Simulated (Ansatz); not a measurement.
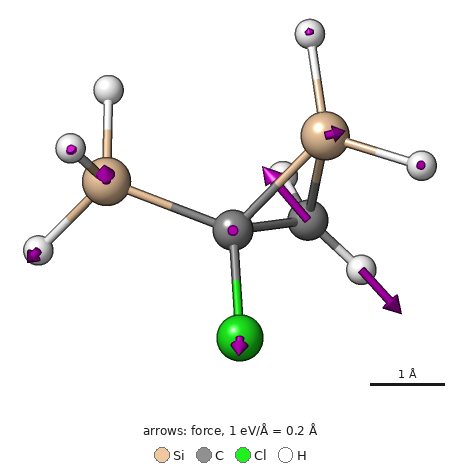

Starting geometry of C2H7ClSi2 (coarse preliminary run) with the computed forces as purple arrows. The picture is a ball-and-stick view, seen face on.

The start comes from a force field.

The calculation used RKS PBE-D4/def2-SVP in Ansatz 0.2.0.

Input
```yaml
crystal:
  periodic: [false, false, false]
  atoms:
    - {symbol: Si, position_ang: [-1.031000, -0.671900, 1.233100]}
    - {symbol: C, position_ang: [0.486900, 0.026900, 0.417400]}
    - {symbol: Cl, position_ang: [1.737700, 0.464400, 1.537700]}
    - {symbol: C, position_ang: [0.974400, -0.460000, -0.931300]}
    - {symbol: Si, position_ang: [0.119700, 1.251500, -0.913500]}
    - {symbol: H, position_ang: [-1.713500, 0.442200, 2.054600]}
    - {symbol: H, position_ang: [-0.764100, -1.804300, 2.080000]}
    - {symbol: H, position_ang: [-2.030700, -1.028900, 0.187900]}
    - {symbol: H, position_ang: [0.302100, -1.180400, -1.414100]}
    - {symbol: H, position_ang: [1.947800, -0.450700, -1.183600]}
    - {symbol: H, position_ang: [-1.138500, 1.157600, -1.673800]}
    - {symbol: H, position_ang: [1.186200, 2.198400, -1.360500]}
basis:
  gaussian: {orbitals: def2-SVP}
hamiltonian: {xc: pbe, dispersion: d4}
relax: {f_tol: 0.03, max_steps: 200}
```

Launched with:
```bash
ansatz run in.yaml --threads 4 --pin off --events-out ev --progress --plain --max-ram 10444MiB
```

What follows when this structure is relaxed?

It isn't relaxed: the largest force vector, on C4, is 4.90 eV/Å. The final displacements have little in common with the starting forces (cosine between the two patterns 0.26). Si5 moves most after the best rigid fit: 0.26 Å. Largest moves by element: Si 0.26 Å, H 0.26 Å, C 0.12 Å, Cl 0.10 Å. Some distances before and after: C4–H10 1.006 → 1.104 Å, C2–Cl3 1.735 → 1.806 Å, Si1–H7 1.439 → 1.506 Å, C2–Si5 1.845 → 1.898 Å. Among the angles between lasting bonds that change: C4–Si5–H12 104.2° → 118.0°, Si5–C4–H9 108.5° → 121.4°, C4–Si5–H11 108.6° → 120.1°. After 6 accepted moves (7 points after the start) the energy has fallen by 15.2 kcal/mol. Largest force component: 4.9 eV/Å at the start, 0.029 eV/Å at the end. The line search rejected the trial step at point 6 of the run.
